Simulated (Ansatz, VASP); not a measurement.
# Cross-check of Te2Mo between VASP and Ansatz

Wanted: the spread between two codes on one cell, functional and k mesh. Valence electrons are named where the data sets of a main pair hold unlike numbers.

Calculated with Ansatz 0.2.0; plane waves, with VASP 6.6.1 beside it; band structure at PBE.

**1. The structure**

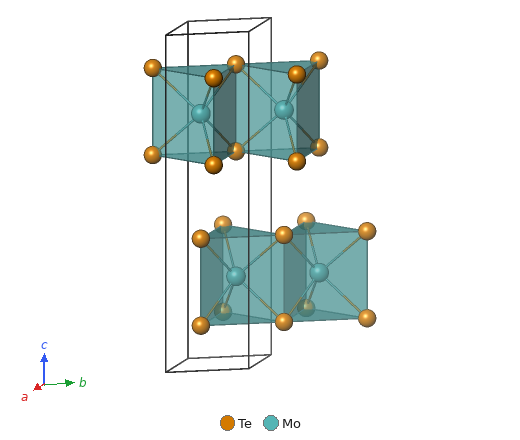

Start, viewed slightly off an axis; tellurium orange, molybdenum teal. 1×2×1 cells are drawn. Some periodic images of atoms are drawn too.

As a file:

```
Te Mo
1.0
     3.51820    0.00000    0.00000
    -1.75910    3.04685    0.00000
     0.00000    0.00000   13.97360
Te Mo
4 2
Direct
  0.33333 0.66667 0.62100
  0.66667 0.33333 0.12100
  0.33333 0.66667 0.87900
  0.66667 0.33333 0.37900
  0.33333 0.66667 0.25000
  0.66667 0.33333 0.75000
```

**2. VASP: band structure, PBE**

The same path points are solved in both programs, so levels can be compared one by one.

Lines of VASP's logs that name or quote its potential files are left out, and so is its time.

INCAR reads:

```
SYSTEM = Te2Mo
PREC = Accurate
ENCUT = 370
EDIFF = 1E-08
NELM = 100
ISMEAR = 0
SIGMA = 0.01
LREAL = .FALSE.
ALGO = Normal
GGA = PE
NBANDS = 32
LASPH = .TRUE.
LORBIT = 11
LWAVE = .TRUE.
LCHARG = .FALSE.
KPAR = 8
```

POSCAR reads:

```
Te2Mo
1.0
    3.5182000000      0.0000000000      0.0000000000
   -1.7591000000      3.0468505756      0.0000000000
    0.0000000000      0.0000000000     13.9736000000
Te Mo
4 2
Direct
    0.3333333333      0.6666666667      0.6210000000
    0.6666666667      0.3333333333      0.1210000000
    0.3333333333      0.6666666667      0.8790000000
    0.6666666667      0.3333333333      0.3790000000
    0.3333333333      0.6666666667      0.2500000000
    0.6666666667      0.3333333333      0.7500000000
```

KPOINTS reads:

```
Automatic mesh
0
Gamma
6 6 2
0 0 0
```

KPOINTS_OPT reads:

```
Line mode
12
Line-mode
Reciprocal
  0.00000000   0.00000000   0.00000000 GAMMA
  0.50000000   0.00000000   0.00000000 M

  0.50000000   0.00000000   0.00000000 M
  0.33333333   0.33333333   0.00000000 K

  0.33333333   0.33333333   0.00000000 K
  0.00000000   0.00000000   0.00000000 GAMMA

  0.00000000   0.00000000   0.00000000 GAMMA
  0.00000000   0.00000000   0.50000000 A

  0.00000000   0.00000000   0.50000000 A
  0.50000000   0.00000000   0.50000000 L

  0.50000000   0.00000000   0.50000000 L
  0.33333333   0.33333333   0.50000000 H

  0.33333333   0.33333333   0.50000000 H
  0.00000000   0.00000000   0.50000000 A

  0.50000000   0.00000000   0.50000000 L
  0.50000000   0.00000000   0.00000000 M

  0.33333333   0.33333333   0.00000000 K
  0.33333333   0.33333333   0.50000000 H
```

PAW data sets: Te_GW and Mo_sv_GW (PBE family, release 64).

The run is started by

```sh
> mpirun -np 8 vasp_std
```

Numbers of over 12 decimals in the logs are rounded to 6 here.

Log:

```text
[banner, memory and clock lines left out]
running    8 mpi-ranks, on    1 nodes
 distrk:  each k-point on    1 cores,    8 groups
 distr:  one band on    1 cores,    1 groups

 POSCAR found type information on POSCAR TeMo
 POSCAR found :  2 types and       6 ions
|                                                                             |
|           W    W    AA    RRRRR   N    N  II  N    N   GGGG   !!!           |
|           W    W   A  A   R    R  NN   N  II  NN   N  G    G  !!!           |
|           W    W  A    A  R    R  N N  N  II  N N  N  G       !!!           |
|           W WW W  AAAAAA  RRRRR   N  N N  II  N  N N  G  GGG   !            |
|           WW  WW  A    A  R   R   N   NN  II  N   NN  G    G                |
|           W    W  A    A  R    R  N    N  II  N    N   GGGG   !!!           |
|                                                                             |
|     For optimal performance we recommend to set                             |
|       NCORE = 2 up to number-of-cores-per-socket                            |
|     NCORE specifies how many cores store one orbital (NPAR=cpu/NCORE).      |
|     This setting can greatly improve the performance of VASP for DFT.       |
|     The default, NCORE=1 might be grossly inefficient on modern             |
|     multi-core architectures or massively parallel machines. Do your        |
|     Unfortunately you need to use the default for GW and RPA                |
|     calculations (for HF NCORE is supported but not extensively tested      |
|     yet).                                                                   |
|                                                                             |

 LDA part: xc-table for (Slater+PW92), standard interpolation
 POSCAR, INCAR and KPOINTS ok, starting setup
 FFT: planning ... GRIDC
 FFT: planning ... GRID_SOFT
 FFT: planning ... GRID
 WAVECAR not read
 entering main loop
       N       E                     dE             d eps       ncg     rms          rms(c)
DAV:   1     0.378916272283E+03    0.37892E+03   -0.22664E+04  1096   0.116E+03
DAV:   2    -0.741423517575E+01   -0.38633E+03   -0.37776E+03  1504   0.462E+02
DAV:   3    -0.397925730647E+02   -0.32378E+02   -0.32021E+02  1232   0.115E+02
DAV:   4    -0.419315784729E+02   -0.21390E+01   -0.21225E+01  1576   0.340E+01
DAV:   5    -0.420273945366E+02   -0.95816E-01   -0.95365E-01  1384   0.577E+00    0.122E+01
DAV:   6    -0.398307308170E+02    0.21967E+01   -0.45068E+01  1568   0.403E+01    0.840E+00
DAV:   7    -0.376223506213E+02    0.22084E+01   -0.15660E+01  1528   0.239E+01    0.334E+00
DAV:   8    -0.375818641045E+02    0.40487E-01   -0.11468E+00  1376   0.619E+00    0.809E-01
DAV:   9    -0.375845789101E+02   -0.27148E-02   -0.12481E-01  1512   0.196E+00    0.364E-01
DAV:  10    -0.375827586920E+02    0.18202E-02   -0.10969E-02  1472   0.973E-01    0.115E-01
DAV:  11    -0.375828194131E+02   -0.60721E-04   -0.88740E-04  1432   0.173E-01    0.408E-02
DAV:  12    -0.375828358151E+02   -0.16402E-04   -0.11891E-04  1456   0.590E-02    0.719E-03
DAV:  13    -0.375828381973E+02   -0.23822E-05   -0.10683E-05  1520   0.171E-02    0.426E-03
DAV:  14    -0.375828389708E+02   -0.77347E-06   -0.16748E-06  1272   0.764E-03    0.110E-03
DAV:  15    -0.375828391660E+02   -0.19519E-06   -0.34614E-07  1376   0.341E-03    0.349E-04
DAV:  16    -0.375828392359E+02   -0.69889E-07   -0.36315E-08  1000   0.150E-03    0.273E-04
DAV:  17    -0.375828392273E+02    0.85911E-08   -0.35473E-09   784   0.577E-04
   1 F= -.37582839E+02 E0= -.37582839E+02  d E =-.702480E-24
 Start KPOINTS_OPT (optional k-point list driver)
k-point batch [1-14\108]
       N       E                     dE             ncg
DAV:   1     0.598898432929E+03   -0.10717E+05     1096
DAV:   2    -0.500732282303E+04   -0.56062E+04     1400
DAV:   3    -0.556034053072E+04   -0.55302E+03     1312
DAV:   4    -0.559773182762E+04   -0.37391E+02     1504
DAV:   5    -0.559985893535E+04   -0.21271E+01     1392
DAV:   6    -0.560009182693E+04   -0.23289E+00     1552
DAV:   7    -0.560011016236E+04   -0.18335E-01     1424
DAV:   8    -0.560011236119E+04   -0.21988E-02     1600
DAV:   9    -0.560011255005E+04   -0.18886E-03     1320
DAV:  10    -0.560011257268E+04   -0.22624E-04     1360
DAV:  11    -0.560011257484E+04   -0.21594E-05     1072
DAV:  12    -0.560011257507E+04   -0.23823E-06      944
DAV:  13    -0.560011257510E+04   -0.25329E-07      792
DAV:  14    -0.560011257510E+04   -0.30268E-08      776
[...]
k-point batch [99-108\108]
       N       E                     dE             ncg
DAV:   1     0.635834499109E+04   -0.16476E+05      800
DAV:   2     0.266953551206E+04   -0.36888E+04     1040
DAV:   3     0.236170534371E+04   -0.30783E+03      888
DAV:   4     0.233558273285E+04   -0.26123E+02     1112
DAV:   5     0.233386950398E+04   -0.17132E+01      992
DAV:   6     0.233367625801E+04   -0.19325E+00     1112
DAV:   7     0.233365503095E+04   -0.21227E-01      976
DAV:   8     0.233365197256E+04   -0.30584E-02     1160
DAV:   9     0.233365157415E+04   -0.39842E-03      960
DAV:  10     0.233365151666E+04   -0.57482E-04      880
DAV:  11     0.233365150847E+04   -0.81911E-05      728
DAV:  12     0.233365150724E+04   -0.12299E-05      560
DAV:  13     0.233365150706E+04   -0.18048E-06      544
DAV:  14     0.233365150703E+04   -0.28478E-07      560
DAV:  15     0.233365150703E+04   -0.31023E-08      560
 writing wavefunctions
```

From OUTCAR (step 2):

```text
ion  position               nearest neighbor table
   1  0.333  0.667  0.621-   6 2.72   6 2.72   6 2.72   3 3.61
   2  0.667  0.333  0.121-   5 2.72   5 2.72   5 2.72   4 3.61
   3  0.333  0.667  0.879-   6 2.72   6 2.72   6 2.72   1 3.61
   4  0.667  0.333  0.379-   5 2.72   5 2.72   5 2.72   2 3.61
   5  0.333  0.667  0.250-   2 2.72   4 2.72   2 2.72   4 2.72   2 2.72   4 2.72
   6  0.667  0.333  0.750-   1 2.72   3 2.72   1 2.72   3 2.72   1 2.72   3 2.72

  LATTYP: Found a hexagonal cell.
 ALAT       =     3.5182000000
 C/A-ratio  =     3.9718037633

 Subroutine GETGRP returns: Found 24 space group operations
 (whereof 12 operations were pure point group operations)

The static configuration has the point symmetry D_3d.
 The point group associated with its full space group is D_6h.

 Found     14 irreducible k-points:

   k-points           NKPTS =     14   k-points in BZ     NKDIM =     14   number of bands    NBANDS=     32

   dimension x,y,z NGX =    24 NGY =   24 NGZ =   90
   dimension x,y,z NGXF=    48 NGYF=   48 NGZF=  180

   ENCUT  =  370.0 eV  27.19 Ry    5.21 a.u.   5.52  5.52 21.92*2*pi/ulx,y,z

   NELECT =      52.0000    total number of electrons

 k-points in reciprocal lattice and weights: Automatic mesh
   0.00000000  0.00000000  0.00000000       0.014
   0.16666667  0.00000000  0.00000000       0.083
   0.33333333  0.00000000  0.00000000       0.083
   0.50000000  0.00000000  0.00000000       0.042
   0.16666667  0.16666667  0.00000000       0.083
   0.33333333  0.16666667  0.00000000       0.167
   0.33333333  0.33333333  0.00000000       0.028
   0.00000000  0.00000000  0.50000000       0.014
   0.16666667  0.00000000  0.50000000       0.083
[...]
0.33333333  0.16666667  0.50000000       0.167
   0.33333333  0.33333333  0.50000000       0.028

 average (electrostatic) potential at core
       1 -86.2267       2 -86.2267       3 -86.2267       4 -86.2267       5 -98.5944
       6 -98.5944

 E-fermi :   8.1923

 k-point     1 :       0.0000    0.0000    0.0000
  band No.  band energies     occupation
    ...
     22       7.0650      2.00000
     23       7.0995      2.00000
     24       7.0995      2.00000
     25       7.8023      2.00000
     26       8.1244      2.00000
     27      11.0234      0.00000
     28      11.0263      0.00000
     29      11.1557      0.00000
     30      11.1647      0.00000
     31      11.2517      0.00000
    ...

 k-point     2 :       0.1667    0.0000    0.0000
  band No.  band energies     occupation
    ...
     22       6.6620      2.00000
     23       6.8902      2.00000
     24       7.1272      2.00000
     25       7.6784      2.00000
     26       7.8469      2.00000
     27       9.9254      0.00000
     28      10.1897      0.00000
     29      10.2188      0.00000
     30      10.4559      0.00000
     31      10.5095      0.00000
    ...

 k-point     3 :       0.3333    0.0000    0.0000
  band No.  band energies     occupation
    ...
     22       6.8175      2.00000
     23       6.8284      2.00000
     24       7.0501      2.00000
     25       7.2161      2.00000
     26       7.3610      2.00000
     27       9.2385      0.00000
     28       9.6158      0.00000
     29       9.8372      0.00000
     30       9.8488      0.00000
     31      10.2949      0.00000
    ...

  Total        2.1993323      2.1993323      2.8667907      0.0000000      0.0000000      0.0000000
  in kB       23.5245566     23.5245566     30.6638430      0.0000000      0.0000000      0.0000000
  external PRESSURE =      25.9043187 kB  Pullay stress =       0.0000000 kB

  energy-cutoff  :      370.00
  volume of cell :      149.79
      direct lattice vectors                 reciprocal lattice vectors
     3.518200000  0.000000000  0.000000000     0.284236257  0.164103880  0.000000000
    -1.759100000  3.046850576  0.000000000     0.000000000  0.328207759  0.000000000
     0.000000000  0.000000000 13.973600000     0.000000000  0.000000000  0.071563520

 POSITION                                       TOTAL-FORCE (eV/Angst)
 -----------------------------------------------------------------------------------
     -0.00000      2.03123      8.67761        -0.000000      0.000000     -0.170316
      1.75910      1.01562      1.69081        -0.000000     -0.000000     -0.170316
     -0.00000      2.03123     12.28279        -0.000000      0.000000      0.170316
      1.75910      1.01562      5.29599        -0.000000     -0.000000      0.170316
     -0.00000      2.03123      3.49340         0.000000      0.000000     -0.000000
      1.75910      1.01562     10.48020         0.000000     -0.000000     -0.000000
 -----------------------------------------------------------------------------------
    total drift:                               -0.000001      0.000000     -0.000000

  FREE ENERGIE OF THE ION-ELECTRON SYSTEM (eV)
  ---------------------------------------------------
  free  energy   TOTEN  =       -37.5828392273 eV

  energy  without entropy=      -37.5828392273  energy(sigma->0) =      -37.58283923

 total charge
# of ion       s       p       d       f       tot
--------------------------------------------------
    1        1.609   2.533   0.124   0.000   4.266
    2        1.609   2.533   0.124   0.000   4.266
    3        1.609   2.533   0.124   0.000   4.266
    4        1.609   2.533   0.124   0.000   4.266
    5        2.091   5.990   3.145   0.013  11.239
    6        2.091   5.990   3.145   0.013  11.239
--------------------------------------------------
tot         10.619  22.113   6.785   0.026  39.543

[... 3 further parts left out ...]
```

This run has no spin polarisation, so a moment on Mo, if there is one, isn't seen.

(Continued in part 2 of 2.)

[Lines on the potential files, build, host, timing and source positions are cut from VASP's logs without a mark.]

[Logs are printed without paths, hosts, clocks, repeated set-up lines and the standing remarks that a program may print on its own settings, such as how far it seeks lower states.]

[Hosts, paths, dates, database ids (printed as entryN), source tags and the programs' standing remarks are cut or masked in the printed files.]
